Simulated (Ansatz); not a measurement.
C2H7Si (doublet)

```json
{"atom": "C", "x (Å)": "-1.1460", "y (Å)": "0.8511", "z (Å)": "-0.7948"}
{"atom": "Si", "x (Å)": "0.5128", "y (Å)": "0.7610", "z (Å)": "0.0508"}
{"atom": "C", "x (Å)": "0.6938", "y (Å)": "-0.8305", "z (Å)": "1.0719"}
{"atom": "H", "x (Å)": "0.6862", "y (Å)": "1.9492", "z (Å)": "0.9828"}
{"atom": "H", "x (Å)": "-1.2873", "y (Å)": "1.3112", "z (Å)": "-1.7875"}
{"atom": "H", "x (Å)": "-2.0722", "y (Å)": "0.4886", "z (Å)": "-0.3152"}
{"atom": "H", "x (Å)": "1.6079", "y (Å)": "0.8559", "z (Å)": "-0.9888"}
{"atom": "H", "x (Å)": "-0.1100", "y (Å)": "-0.8989", "z (Å)": "1.8331"}
{"atom": "H", "x (Å)": "1.6696", "y (Å)": "-0.8431", "z (Å)": "1.5984"}
{"atom": "H", "x (Å)": "0.6352", "y (Å)": "-1.7267", "z (Å)": "0.4224"}
```

The calculation used UKS PBE-D4/cc-pVDZ in Ansatz 0.2.0.

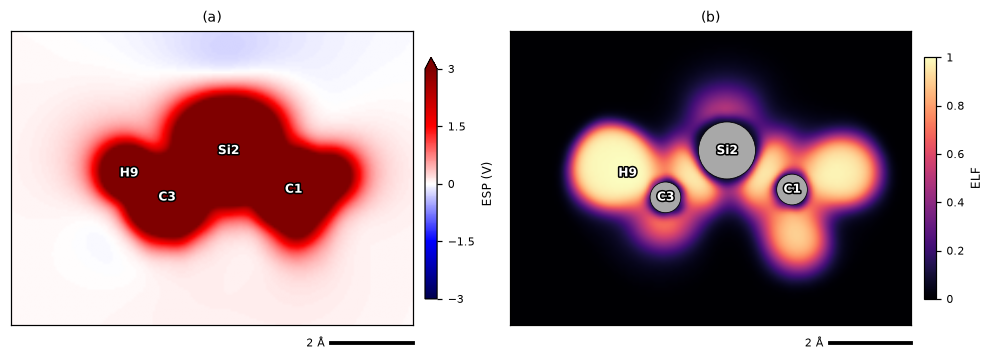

Figure 1. (a) molecular electrostatic potential; (b) ELF on the plane of atoms Si2, C3 and H9. Grey discs cover the atomic cores in the ELF map.

### What does the map show?

- Atoms in the plane: C, Si and H.
- C–Si (1.86 Å): the ELF peaks at about 0.95 between the atoms, as expected for a covalent bond.
- C–H (1.11 Å): the ELF climbs to about 1 towards the hydrogen, as it does in any bond to H: an ordinary covalent bond to hydrogen.
- The potential has no marked negative region in this plane.

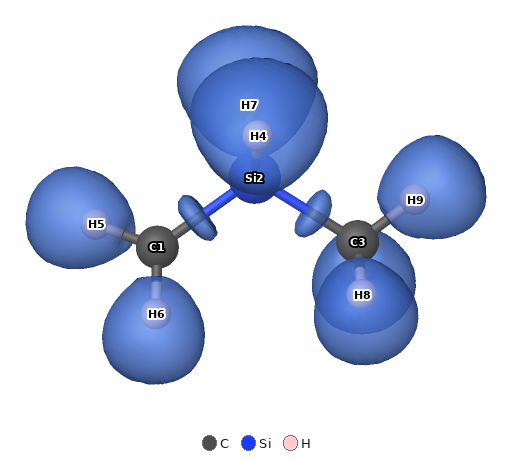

Figure 2. Isosurface of the electron localisation function at 0.9 (blue), seen across its widest extent. Only the valence region is drawn (cores and ρ < 0.01 e/Å³ removed).

### Where are the electrons localised?

At this value the surface marks out two regions between bonded C–Si atoms (shared pairs) and seven regions around hydrogen nuclei. Profiles from the grid: C–H (1.10 Å): the ELF climbs to about 1 towards the hydrogen: a covalent bond by its length.

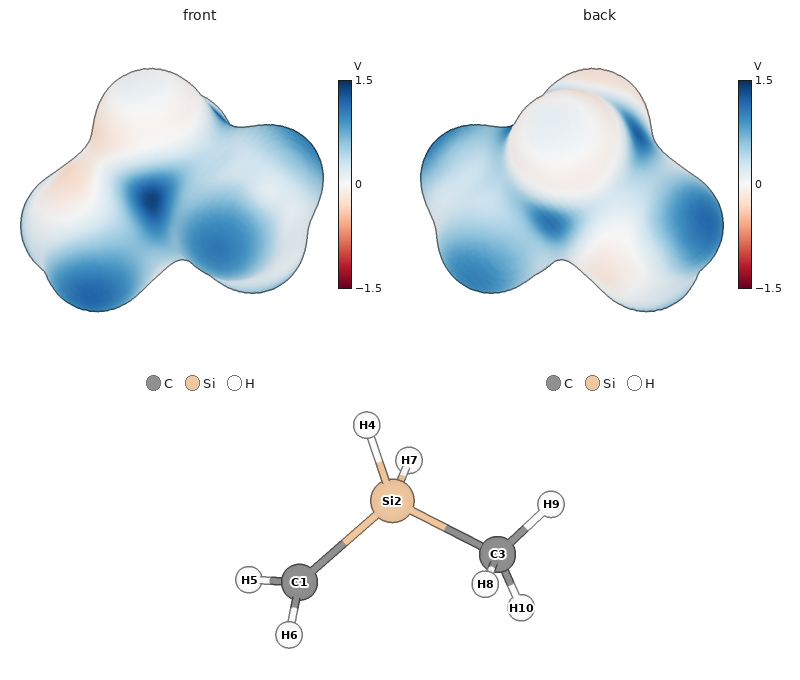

Figure 3. The molecular electrostatic potential painted on the density surface at 0.004 e/bohr³, seen from the front and from behind; red is negative and blue positive. The bare structure is drawn below in the same view.

### Where is the surface potential most negative and most positive?

The most negative region (about −0.2 V) lies over C1 and H4, the most positive (about +1.3 V) over Si2.

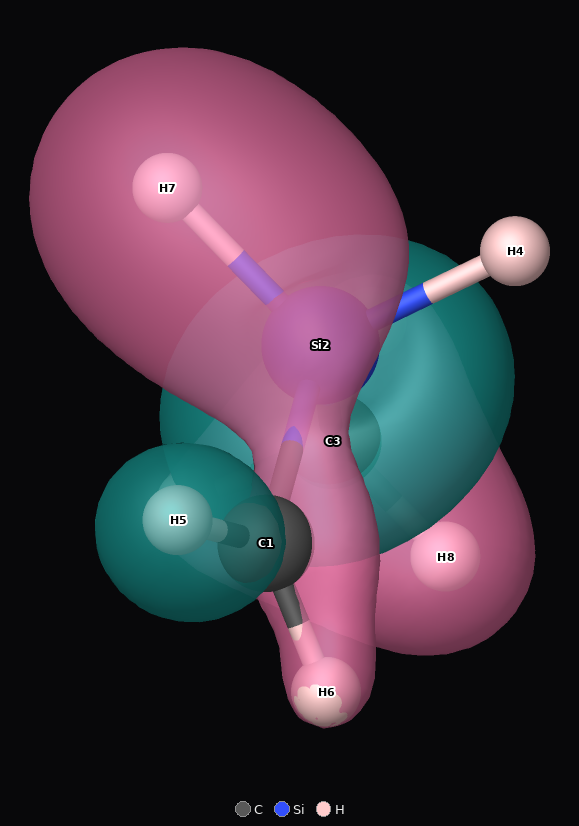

Figure 4. The HOMO (β) at ±0.1 Å⁻³ᐟ² (teal and pink are the two phases), seen at an oblique angle.

### What is the character of this orbital?

By Hirshfeld shares it lies mainly on C3 (about 35 %), Si2 (about 30 %) and H7 (about 15 %). Its energy is −7.54 eV.
